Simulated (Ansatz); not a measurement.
# GaH2O2 (SMILES [OH][Ga][OH]): U-wB97X/def2-SVPD

What is the electronic atomisation energy of GaH2O2 at U-wB97X/def2-SVPD? 

Program for the calculation: Ansatz 0.2.0.

48 further runs of the same task are left out: 48 set aside as unsound or not needed.

### Step 1. The structure to begin with

The species is GaH2O2 (5 atoms), meant as a doublet with charge 0. SMILES: `[OH][Ga][OH]`. The shape is that of a PBE0-D4/def2-TZVP optimisation. This is one conformer, not always the lowest.

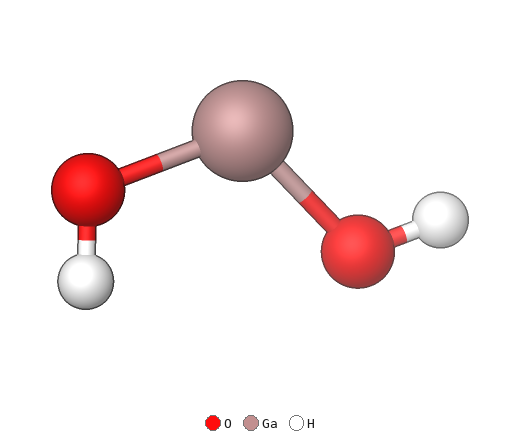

The structure, seen from a chosen angle (oxygen red, gallium pink, hydrogen white).

### Step 2. A single-point energy at U-wB97X/def2-SVPD

molecule.yaml reads:

```yaml
crystal:
  periodic: [false, false, false]
  atoms:
    - symbol: O
      position_ang: [-0.370600, 0.021600, -1.274400]
    - symbol: Ga
      position_ang: [-0.311700, -0.753800, 0.353600]
    - symbol: O
      position_ang: [0.618200, 0.154900, 1.591100]
    - symbol: H
      position_ang: [-0.867400, -0.464600, -1.936500]
    - symbol: H
      position_ang: [0.981500, 0.968200, 1.224700]
basis:
  gaussian:
    orbitals: def2-SVPD
magnetization:
  spin_polarized: true
  initial_magnetization: 1
hamiltonian:
  xc: {name: wB97X}
accuracy: high
output: {orbitals: {seedname: orbitals}}
```

Run with:

```console
ansatz run molecule.yaml --threads 1 --pin off --max-ram 3480MiB --events-out events.jsonl --progress --plain --runs-dir runs
```

What it wrote:

```text
Warning: RAYON_NUM_THREADS=1 ignored (pool sized by the plan → 1); use --threads N
Functional definition: wB97X
  name "wB97X"
  parameter omega = 0.3/bohr
  parameter cx = 0.157706
  parameter cx1 = 0.726479
  parameter cx2 = 1.04760
  parameter cx3 = -5.70635
  parameter cx4 = 13.2794
  parameter css1 = -4.33879
  parameter css2 = 18.2308
  parameter css3 = -31.7430
  parameter css4 = 17.2901
  parameter cos1 = 2.37031
  parameter cos2 = -11.3995
  parameter cos3 = 6.58405
  parameter cos4 = -3.78132
  exchange = spin_sum(e_x_unif_sr(omega)*poly(b97_u_x, 1 - cx, cx1, cx2, cx3, cx4)) + cx*exact_x_sr(omega)
      + exact_x_lr(omega)
  correlation = spin_sum(e_c_pw_same_spin*poly(b97_u_same, 1, css1, css2, css3, css4))
      + integral(e_c_pw_opposite_spin*poly(b97_u_opposite, 1, cos1, cos2, cos3, cos4))
1902 factors; integrals over basis functions are off by at most 4.3e-9 eV
431 factors; integrals over basis functions are off by at most 1.6e-9 eV
mean field evaluation 1: about -56486.4519 eV, gradient 5.0e1 eV
mean field evaluation 2: about -56478.6785 eV, gradient 7.0e1 eV
mean field evaluation 4: about -56495.7011 eV, gradient 2.0e0 eV
mean field evaluation 8: about -56495.7716 eV, gradient 2.6e-1 eV
mean field evaluation 16: about -56495.7729 eV, gradient 3.6e-4 eV
mean field -56495.77293639 eV, -2076.1813612022 hartree, gradient 5.5e-8 eV, S^2 0.753327; 0 other end points of the search recorded, 0 dependent functions left out
reference -56495.77293347 eV, -2076.1813610946 hartree; 25, 24 occupied and 75, 76 virtual orbitals, 1902 factors
Total energy: -56495.77293347 eV, -2076.1813610946 hartree
```

It took 25 s on 1 thread of Intel Xeon 6975P-C (Granite Rapids), shared host; peak memory 0.85 GiB.

### Step 3. The Ga atom, same level

run.yaml reads:

```yaml
crystal:
  periodic: [false, false, false]
  atoms:
    - symbol: Ga
      position_ang: [0.000000, 0.000000, 0.000000]
basis:
  gaussian:
    orbitals: def2-SVPD
magnetization:
  spin_polarized: true
  initial_magnetization: 1
hamiltonian:
  xc: {name: wB97X}
accuracy: high
```

Run the same way, it converges to -1924.59951 Eh (log not shown).

### Step 4. The H atom at the same level

in.yaml reads:

```yaml
crystal:
  periodic: [false, false, false]
  atoms:
    - {symbol: H, position_ang: [0.000000, 0.000000, 0.000000]}
basis:
  gaussian:
    orbitals: def2-SVPD
hamiltonian:
  xc: {name: wB97X}
accuracy: high
magnetization:
  spin_polarized: true
  initial_magnetization: 1
```

Run with:

```console
ansatz run in.yaml --threads 1 --pin off --max-ram 3480MiB --events-out events.jsonl --progress --plain --runs-dir runs
```

What it wrote:

```text
Warning: RAYON_NUM_THREADS=1 ignored (pool sized by the plan → 1); use --threads N
Functional definition: wB97X
  name "wB97X"
  parameter omega = 0.3/bohr
  parameter cx = 0.157706
  parameter cx1 = 0.726479
  parameter cx2 = 1.04760
  parameter cx3 = -5.70635
  parameter cx4 = 13.2794
  parameter css1 = -4.33879
  parameter css2 = 18.2308
  parameter css3 = -31.7430
  parameter css4 = 17.2901
  parameter cos1 = 2.37031
  parameter cos2 = -11.3995
  parameter cos3 = 6.58405
  parameter cos4 = -3.78132
  exchange = spin_sum(e_x_unif_sr(omega)*poly(b97_u_x, 1 - cx, cx1, cx2, cx3, cx4)) + cx*exact_x_sr(omega)
      + exact_x_lr(omega)
  correlation = spin_sum(e_c_pw_same_spin*poly(b97_u_same, 1, css1, css2, css3, css4))
      + integral(e_c_pw_opposite_spin*poly(b97_u_opposite, 1, cos1, cos2, cos3, cos4))
33 factors; integrals over basis functions are off by at most 4.9e-10 eV
32 factors; integrals over basis functions are off by at most 3.4e-10 eV
mean field evaluation 1: about -13.6058 eV, gradient 1.1e0 eV
mean field evaluation 2: about -13.6211 eV, gradient 2.8e-1 eV
mean field evaluation 4: about -13.6221 eV, gradient 2.2e-4 eV
mean field evaluation 8: about -13.6221 eV, gradient 3.2e-8 eV
mean field -13.62211750 eV, -0.5006035846 hartree, gradient 3.2e-8 eV, S^2 0.750000; 0 other end points of the search recorded, 0 dependent functions left out
reference -13.62211771 eV, -0.5006035924 hartree; 1, 0 occupied and 7, 8 virtual orbitals, 33 factors
Total energy: -13.62211771 eV, -0.5006035924 hartree
```

It took 0.24 s on 1 thread of Intel Xeon 6975P-C (Granite Rapids), shared host.

### Step 5. The O atom

job.yaml reads:

```yaml
crystal:
  periodic: [false, false, false]
  atoms:
    - symbol: O
      position_ang: [0.000000, 0.000000, 0.000000]
basis:
  gaussian: {orbitals: def2-SVPD}
magnetization: {spin_polarized: true, initial_magnetization: 2}
accuracy: high
hamiltonian: {xc: {name: wB97X}}
```

Run the same way, it converges to -74.98958 Eh (log not shown).

### Step 6. Summary of results

Level: U-wB97X/def2-SVPD.

| quantity | value |
| --- | --- |
| molecule: total energy | -2076.18136 Eh |
| molecule: HOMO energy (highest over α and β) | -8.83 eV |
| molecule: LUMO energy (lowest over α and β) | -2.02 eV |
| molecule: ⟨S²⟩ | 0.753 |
| Ga atom: total energy | -1924.59951 Eh |
| Ga atom: ⟨S²⟩ | 0.753 |
| H atom: total energy | -0.50060 Eh |
| H atom: ⟨S²⟩ | 0.750 |
| O atom: total energy | -74.98958 Eh |
| O atom: ⟨S²⟩ | 2.005 |
| electronic atomisation energy | 16.367 eV |

Taking the molecule apart into free atoms costs 16.37 eV (377 kcal/mol), before zero-point energy and without spin-orbit coupling.
